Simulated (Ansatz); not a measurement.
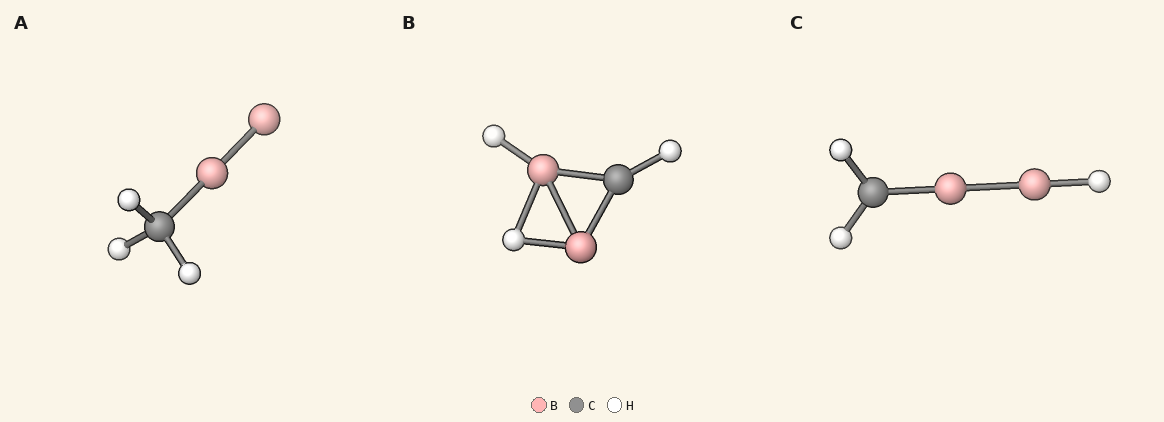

3 stationary structures of one formula. Charge 0, doublet. Geometries: PBE0-D4/def2-TZVP. Electronic energies: UHF-CCSD(T) (frozen core)/def2-TZVPP (Ansatz 0.2.0), without zero-point energy. No frequency run is at hand to confirm each as a minimum.

Which is lowest in energy, and by how much?

B is lowest (Cs); C lies 15.9 kcal/mol above it, A lies 53.2 kcal/mol above it (C3v).

The determinant isn't a pure spin state (⟨S²⟩ up to 1.77).
